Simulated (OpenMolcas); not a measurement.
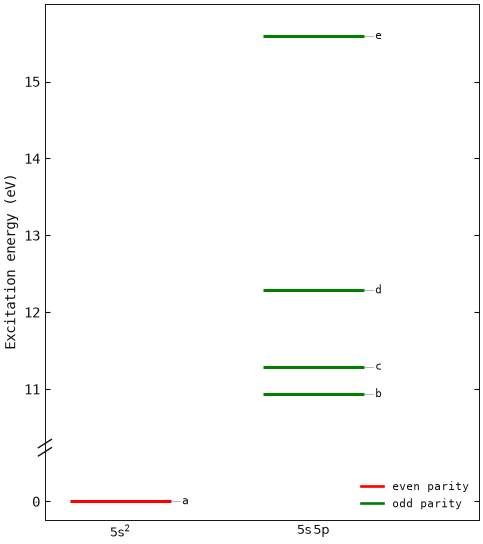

**Figure 1.** The lowest computed levels of I VI (I⁵⁺), 5 of them lettered. a: 5s² ¹S₀ at 0; b: 5s 5p ³P°₀ at 10.9 eV; c: 5s 5p ³P°₁ at 11.3 eV; d: 5s 5p ³P°₂ at 12.3 eV; e: 5s 5p ¹P°₁ at 15.6 eV.

## Multiconfigurational calculation, with input and output: I⁵⁺

I⁵⁺. Computed at this level: state-averaged SS-RASPT2, IPEA shift 0.3, sigma2 shift 0.5 hartree, closed shells 4d correlated, active space 2 electrons in the shells 5s 5p 5d; RAS3 5d with at most 2 electrons, basis ANO-R3, X2C scalar Hamiltonian, spin-orbit coupling by RASSI with atomic mean-field integrals (OpenMolcas).

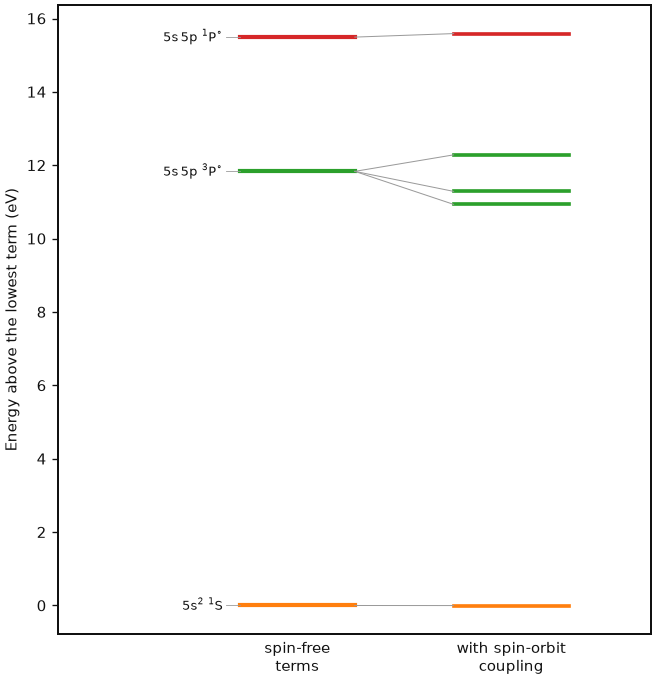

**Figure 2.** Terms of I⁵⁺ without and with spin-orbit coupling; the J values are left off. 5s² ¹S (at 0) gives the one level J = 0; 5s 5p ³P° (at 11.8 eV) splits over 1.35 eV into J = 0, 1, 2 from the bottom up (normal); 5s 5p ¹P° (at 15.5 eV) gives the one level J = 1. The ground level lies 0.00190 eV below the lowest term.

These pictures come from the run below.

### Input file
```
&GATEWAY
Coord
1

I 0.0 0.0 0.0
Basis=ANO-R3
Group=XYZ
NoMove
AngMom=0.0 0.0 0.0
AMFI
&SEWARD
&RASSCF
FileOrb=start.orb
Symmetry=1
Spin=3
nActEl=2 0 0
Inactive=14 9
Ras2=1 3
CIRoot=3 3 1
SDav=3
CIMx=300
Iter=120 100
PrWF=0.3
OrbListing=Nothing
MaxOrb=0
Atom
>>> COPY $Project.JobIph JOBPRE
&RASSCF
FileOrb=start.orb
Symmetry=1
Spin=1
nActEl=2 0 2
Inactive=14 9
Ras2=1 3
Ras3=5 0
CIRoot=7 7 1
SDav=27
CIMx=300
Iter=120 100
PrWF=0.3
OrbListing=Nothing
MaxOrb=0
Thrs=2.0e-7 1.0e-1 5.0e-4
Atom
>>> COPY $Project.JobIph JOB001
&RASSCF
FileOrb=start.orb
Symmetry=1
Spin=3
nActEl=2 0 2
Inactive=14 9
Ras2=1 3
Ras3=5 0
CIRoot=15 15 1
SDav=18
CIMx=300
Iter=120 100
PrWF=0.3
OrbListing=Nothing
MaxOrb=0
Thrs=2.0e-7 1.0e-1 5.0e-4
Atom
CIOnly
>>> COPY $Project.JobIph JOB002
&RASSCF
FileOrb=start.orb
Symmetry=2
Spin=1
nActEl=2 0 2
Inactive=14 9
Ras2=1 3
Ras3=5 0
CIRoot=3 3 1
SDav=18
CIMx=300
Iter=120 100
PrWF=0.3
OrbListing=Nothing
MaxOrb=0
Thrs=2.0e-7 1.0e-1 5.0e-4
Atom
>>> COPY $Project.JobIph JOB003
&RASSCF
FileOrb=start.orb
Symmetry=2
Spin=3
nActEl=2 0 2
Inactive=14 9
Ras2=1 3
Ras3=5 0
CIRoot=15 15 1
SDav=18
CIMx=300
Iter=120 100
PrWF=0.3
OrbListing=Nothing
MaxOrb=0
Thrs=2.0e-7 1.0e-1 5.0e-4
Atom
CIOnly
>>> COPY $Project.JobIph JOB004
&RASSI
NrOfJobIphs=4 7 3 3 3
1 2 3 4 5 6 7
1 2 3
1 2 3
1 2 3
IphNames
JOB001
JOB002
JOB003
JOB004
EJob
SpinOrbit
DIPRint=1.0
SOCoupling=1000.0
Subsets=2
MEES
Property=10
'ANGMOM' 1 'ANGMOM' 2 'ANGMOM' 3 'MLTPL  1' 1 'MLTPL  1' 2 'MLTPL  1' 3
'AMFI' 1 'AMFI' 2 'AMFI' 3 'MLTPL  2' 6
SOProperty=3
'ANGMOM' 1 'ANGMOM' 2 'ANGMOM' 3
>>> COPY JOB001 $Project.JobIph
&CASPT2
Multistate=7 1 2 3 4 5 6 7
Frozen=9 9
IPEA=0.3
Sig2=0.5
MaxIter=60
WThr=0.0 0.3 0.05
PrWF=0.5
NoMix
>>> COPY JOB002 $Project.JobIph
&CASPT2
Multistate=3 1 2 3
Frozen=9 9
IPEA=0.3
Sig2=0.5
MaxIter=60
WThr=0.0 0.3 0.05
PrWF=0.5
NoMix
>>> COPY JOB003 $Project.JobIph
&CASPT2
Multistate=3 1 2 3
Frozen=9 9
IPEA=0.3
Sig2=0.5
MaxIter=60
WThr=0.0 0.3 0.05
PrWF=0.5
NoMix
>>> COPY JOB004 $Project.JobIph
&CASPT2
Multistate=3 1 2 3
Frozen=9 9
IPEA=0.3
Sig2=0.5
MaxIter=60
WThr=0.0 0.3 0.05
PrWF=0.5
NoMix
```

The file start.orb holds starting orbitals from an earlier step. A driver script formed the levels outside the program, from RASSI's spin-orbit matrix and the CASPT2 energies (for multi-state variants, the effective Hamiltonian), averaged over the components of each term or state. The log and the time are those of the CASPT2 step.

Command:
```bash
OMP_NUM_THREADS=1 MOLCAS_MEM=2252 MOLCAS_PROJECT=a pymolcas a.inp > a.log  # once for each step of the input, in one work folder
```

### Output (extracts)
```
--- CASPT2 ---
Orbital specifications:
      -----------------------

      Symmetry species                           1   2
                                                ag  au
      Frozen orbitals                            9   9
      Inactive orbitals                          5   0
      Active orbitals                            6   3
      Secondary orbitals                        40  59
      Deleted orbitals                           0   0
      Number of basis functions                 60  71
Type of calculation                        MS-CASPT2
      Fock operator                              state-specific
      IPEA shift                                 0.30
      Real shift                                 0.00
      Imaginary shift                            0.00
      Sigma^2 regularizer                        0.50
      The input orbitals will be transformed to quasi-canonical
Reference energy:       -7107.4094856509
      E2 (Non-variational):      -0.5031028900
      Shift correction:          -0.0000000178
      E2 (Variational):          -0.5031029078
      Total energy:           -7107.9125885588
      Residual norm:              0.0000006969
      Reference weight:           0.94655
      Contributions to the CASPT2 correlation energy
      Active & Virtual Only:         -0.0051589355
      One Inactive Excited:          -0.1067084716
      Two Inactive Excited:          -0.3912354829
Reference energy:       -7106.4689748200
      E2 (Non-variational):      -0.4654843253
      Shift correction:          -0.0000059913
      E2 (Variational):          -0.4654903166
      Total energy:           -7106.9344651366
      Residual norm:              0.0000009922
      Reference weight:           0.95131
      Contributions to the CASPT2 correlation energy
      Active & Virtual Only:         -0.0018074930
      One Inactive Excited:          -0.0730610633
      Two Inactive Excited:          -0.3906157690
::    CASPT2 Root  1     Total energy:  -7107.91258856
::    CASPT2 Root  2     Total energy:  -7106.93446514
::    CASPT2 Root  3     Total energy:  -7106.93445497
::    CASPT2 Root  4     Total energy:  -7106.93444247
::    CASPT2 Root  5     Total energy:  -7106.93442341
::    CASPT2 Root  6     Total energy:  -7106.93444369
::    CASPT2 Root  7     Total energy:  -7106.81721270
::    MS-CASPT2 Root  1     Total energy:  -7107.91527365
::    MS-CASPT2 Root  2     Total energy:  -7106.93465465
::    MS-CASPT2 Root  3     Total energy:  -7106.93458854
::    MS-CASPT2 Root  4     Total energy:  -7106.93443592
::    MS-CASPT2 Root  5     Total energy:  -7106.93432853
::    MS-CASPT2 Root  6     Total energy:  -7106.93422340
::    MS-CASPT2 Root  7     Total energy:  -7106.81452624
--- CASPT2 ---
Orbital specifications:
      -----------------------

      Symmetry species                           1   2
                                                ag  au
      Frozen orbitals                            9   9
      Inactive orbitals                          5   0
      Active orbitals                            6   3
      Secondary orbitals                        40  59
      Deleted orbitals                           0   0
      Number of basis functions                 60  71
Type of calculation                        MS-CASPT2
      Fock operator                              state-specific
      IPEA shift                                 0.30
      Real shift                                 0.00
      Imaginary shift                            0.00
      Sigma^2 regularizer                        0.50
      The input orbitals will be transformed to quasi-canonical
Reference energy:       -7106.4537921717
      E2 (Non-variational):      -0.4874744928
      Shift correction:          -0.0000003402
      E2 (Variational):          -0.4874748330
      Total energy:           -7106.9412670048
      Residual norm:              0.0000009101
      Reference weight:           0.94694
      Contributions to the CASPT2 correlation energy
      Active & Virtual Only:         -0.0019222168
      One Inactive Excited:          -0.0944797845
      Two Inactive Excited:          -0.3910724915
Reference energy:       -7106.4537921717
      E2 (Non-variational):      -0.4874744862
      Shift correction:          -0.0000003402
      E2 (Variational):          -0.4874748265
      Total energy:           -7106.9412669982
      Residual norm:              0.0000009101
      Reference weight:           0.94694
      Contributions to the CASPT2 correlation energy
      Active & Virtual Only:         -0.0019222168
      One Inactive Excited:          -0.0944797779
      Two Inactive Excited:          -0.3910724915
::    CASPT2 Root  1     Total energy:  -7106.94126700
::    CASPT2 Root  2     Total energy:  -7106.94126700
::    CASPT2 Root  3     Total energy:  -7106.94126701
::    MS-CASPT2 Root  1     Total energy:  -7106.94126701
::    MS-CASPT2 Root  2     Total energy:  -7106.94126700
::    MS-CASPT2 Root  3     Total energy:  -7106.94126700
--- CASPT2 ---
Orbital specifications:
      -----------------------

      Symmetry species                           1   2
                                                ag  au
      Frozen orbitals                            9   9
      Inactive orbitals                          5   0
      Active orbitals                            6   3
      Secondary orbitals                        40  59
      Deleted orbitals                           0   0
      Number of basis functions                 60  71
Type of calculation                        MS-CASPT2
      Fock operator                              state-specific
      IPEA shift                                 0.30
      Real shift                                 0.00
      Imaginary shift                            0.00
      Sigma^2 regularizer                        0.50
      The input orbitals will be transformed to quasi-canonical
Reference energy:       -7106.8196410274
      E2 (Non-variational):      -0.5235775562
      Shift correction:          -0.0000003444
      E2 (Variational):          -0.5235779006
      Total energy:           -7107.3432189280
      Residual norm:              0.0000000831
      Reference weight:           0.93967
      Contributions to the CASPT2 correlation energy
      Active & Virtual Only:         -0.0077016401
      One Inactive Excited:          -0.1249143203
      Two Inactive Excited:          -0.3909615957
Reference energy:       -7106.8196410274
      E2 (Non-variational):      -0.5235776004
      Shift correction:          -0.0000003444
      E2 (Variational):          -0.5235779448
      Total energy:           -7107.3432189721
      Residual norm:              0.0000000831
      Reference weight:           0.93967
      Contributions to the CASPT2 correlation energy
      Active & Virtual Only:         -0.0077016427
      One Inactive Excited:          -0.1249143619
      Two Inactive Excited:          -0.3909615957
::    CASPT2 Root  1     Total energy:  -7107.34321893
::    CASPT2 Root  2     Total energy:  -7107.34321897
::    CASPT2 Root  3     Total energy:  -7107.34321880
::    MS-CASPT2 Root  1     Total energy:  -7107.34321897
::    MS-CASPT2 Root  2     Total energy:  -7107.34321893
::    MS-CASPT2 Root  3     Total energy:  -7107.34321880
--- CASPT2 ---
Orbital specifications:
      -----------------------

      Symmetry species                           1   2
                                                ag  au
      Frozen orbitals                            9   9
      Inactive orbitals                          5   0
      Active orbitals                            6   3
      Secondary orbitals                        40  59
      Deleted orbitals                           0   0
      Number of basis functions                 60  71
Type of calculation                        MS-CASPT2
      Fock operator                              state-specific
      IPEA shift                                 0.30
      Real shift                                 0.00
      Imaginary shift                            0.00
      Sigma^2 regularizer                        0.50
      The input orbitals will be transformed to quasi-canonical
Reference energy:       -7107.0010402100
      E2 (Non-variational):      -0.4766626685
      Shift correction:          -0.0000098867
      E2 (Variational):          -0.4766725552
      Total energy:           -7107.4777127652
      Residual norm:              0.0000000633
      Reference weight:           0.94954
      Contributions to the CASPT2 correlation energy
      Active & Virtual Only:         -0.0041271965
      One Inactive Excited:          -0.0815225268
      Two Inactive Excited:          -0.3910129451
Reference energy:       -7107.0010402100
      E2 (Non-variational):      -0.4766627626
      Shift correction:          -0.0000098869
      E2 (Variational):          -0.4766726495
      Total energy:           -7107.4777128595
      Residual norm:              0.0000000633
      Reference weight:           0.94954
      Contributions to the CASPT2 correlation energy
      Active & Virtual Only:         -0.0041272005
      One Inactive Excited:          -0.0815226169
      Two Inactive Excited:          -0.3910129451
::    CASPT2 Root  1     Total energy:  -7107.47771277
::    CASPT2 Root  2     Total energy:  -7107.47771286
::    CASPT2 Root  3     Total energy:  -7107.47771281
::    MS-CASPT2 Root  1     Total energy:  -7107.47771286
::    MS-CASPT2 Root  2     Total energy:  -7107.47771281
::    MS-CASPT2 Root  3     Total energy:  -7107.47771277
```

### Spin-orbit levels, grouped by J and assigned

```tsv
Configuration	Level	E (eV)	LS purity (%)	Landé g
5s²	¹S₀	0	100	–
5s 5p	³P°₀	10.94	100	–
5s 5p	³P°₁	11.29	98	1.490
5s 5p	³P°₂	12.29	100	1.501
5s 5p	¹P°₁	15.59	98	1.011
```

### Summary

- outcome: converged
- lowest level: 5s² ¹S₀
- first excited level: 5s 5p ³P°₀, 88,201 cm⁻¹ (measured: 85,666)
- energy of the lowest spin-free term: −7107.91259 hartree
- energy of the lowest spin-orbit level: −7107.91266 hartree
- CASPT2 correlation energy: −0.5031 hartree
- largest spread among components of a term: 9.2 cm⁻¹
- lowest reference weight: 0.938
- hardware: 1 thread of Arm Neoverse V2, 24 GiB of memory available, shared host
- wall time: 19 s

### Remarks

The run is of multi-state type; this report uses its single-state energies. Caveats: extra active shells serve correlation only, their own levels not computed; only configurations of the active space are included.
